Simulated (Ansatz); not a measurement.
# The potential step between two gates: graphene bilayer, AB

Two oppositely charged gates put a neutral stack in a displacement field D. The voltage between them is D/ε₀ times an electrical distance, shorter than the real one because the stack screens.

**Method.** Ansatz 0.2.0, plane waves with PAW datasets (its set soft_2), LDA; isolated slab, charged sheets 5 Å from the outer atoms behind model barriers, atoms held. Voltages count from the uncharged case.

```tsv
run	D/ε₀ (V/nm)	step in an electron's potential, upper less lower gate (eV)
run 1	−1.810	−1.570
run 2	0.000	0.000
run 3	0.905	0.784
run 4	1.810	1.570
run 5	2.714	2.357
run 6	3.619	?
```

**Question.** What value belongs in the row marked “?”, and how far can the other rows tell?

A least-squares line through the 5 rows shown has slope 0.8679 and intercept 0.0000; no row lies more than 0.002 eV off it. The size of the slope, 0.868 nm, is the electrical distance; the sheets are 1.332 nm apart, and screening reaches beyond the outer atoms. At 3.619 it gives 0.8679 × 3.619 + 0.0000 = 3.141 eV, beyond the rows fitted. Rounding and scatter of the rows alone allow about ±0.002 eV there.

The run itself gives 3.142 eV: a miss of +0.001 eV, or 0.0 % of the value. Screening stays linear to within 1 % over this range.

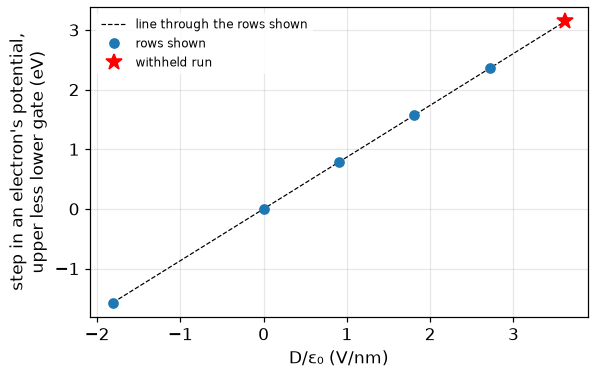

The fit and the withheld run.

Caveats: The gates are model sheets, not atoms.

[Logs are printed without paths, hosts, clocks, repeated set-up lines and the standing remarks that a program may print on its own settings, such as how far it seeks lower states.]
